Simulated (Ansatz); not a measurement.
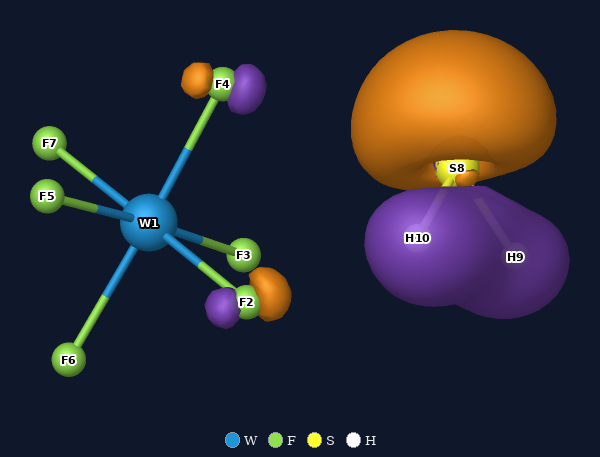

Figure 1: F₆W···H₂S. The HOMO−1 at ±0.15 Å⁻³ᐟ² (orange and purple are the two phases), seen from one side.

Core potentials replace the inner electrons of W; not at a stationary point (largest force 0.9 eV/Å).

Method: RKS BLYP-D4/def2-SVP (Ansatz).

The calculation's input:

```
crystal:
  periodic: [false, false, false]
  atoms:
    - { symbol: W, position_ang: [0.0, 0.0, 0.0] }
    - { symbol: F, position_ang: [0.0, 0.0, 2.2] }
    - { symbol: F, position_ang: [1.85, 0.0, 0.0] }
    - { symbol: F, position_ang: [0.0, 1.85, 0.0] }
    - { symbol: F, position_ang: [-1.85, 0.0, 0.0] }
    - { symbol: F, position_ang: [0.0, -1.85, 0.0] }
    - { symbol: F, position_ang: [0.0, 0.0, -1.85] }
    - { symbol: S, position_ang: [1.7875, 1.8621, 0.8577] }
    - { symbol: H, position_ang: [2.8002, 1.2341, 1.5926] }
    - { symbol: H, position_ang: [0.8719, 0.9082, 2.0512] }
basis:
  gaussian: { orbitals: def2-SVP }
hamiltonian:
  xc: blyp
  dispersion: d4
relax:
  f_tol: 0.15
  max_steps: 25
  restrain:
    - { distance: [0, 7], at: 3.62, k: 30.0 }
    - { distance: [9, 1], at: 2.12, k: 30.0 }
    - { distance: [0, 1], at: 1.85, k: 30.0 }
    - { distance: [9, 7], at: 1.4, k: 30.0 }
output:
  orbitals: {}
```

Run with:

```sh
ansatz run input.yaml --threads 4 --pin off --max-ram 5120MiB --backend cpu --events-out ev --progress --plain --runs-dir out
```

The fields are those of the run's last geometry, not of the input's.

### Where does this orbital lie, and at what energy?

Its weight (Hirshfeld) is mainly on S8 (about 75 %), H10 (about 10 %) and H9 (about 10 %); largely a lone pair of S8. Its energy is −8.74 eV.
